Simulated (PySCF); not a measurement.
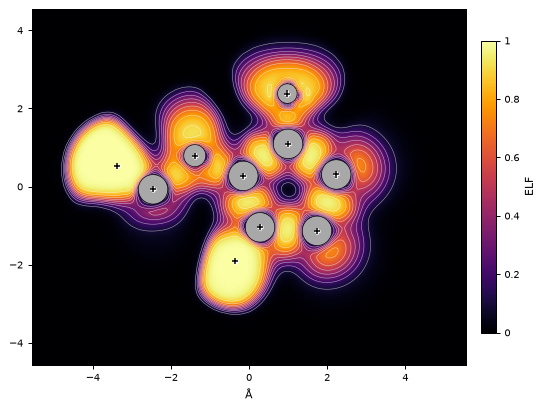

The electron localisation function on a plane through atoms (crosses mark nuclei in the plane; grey discs cover the cores).

The calculation used PySCF, PBE0/pcSseg-1, SCF density, gas phase, non-relativistic.

Candidates:
A. C$_{6}$H$_{6}$F$_{3}$O (SMILES F[C+]1CCC=C1OC(F)F) (charge +1)
B. C$_{5}$H$_{6}$Cl$_{2}$O (SMILES ClC(Cl)[C@H]1C=CCO1)
C. C$_{4}$H$_{12}$N$_{2}$Si (SMILES CC/C(C)=N\N[SiH3])

Q: Which candidate gave the map?

A: Candidate A: C$_{6}$H$_{6}$F$_{3}$O on the plane of atoms O7, C8 and H16, which holds F, C, O and H. C–F (1.29 Å): the ELF peaks at about 0.85 between the atoms, as expected for a shared but strongly polarised pair. C–O (1.35 Å): the ELF peaks at about 0.90 between the atoms; a shared but strongly polarised pair.
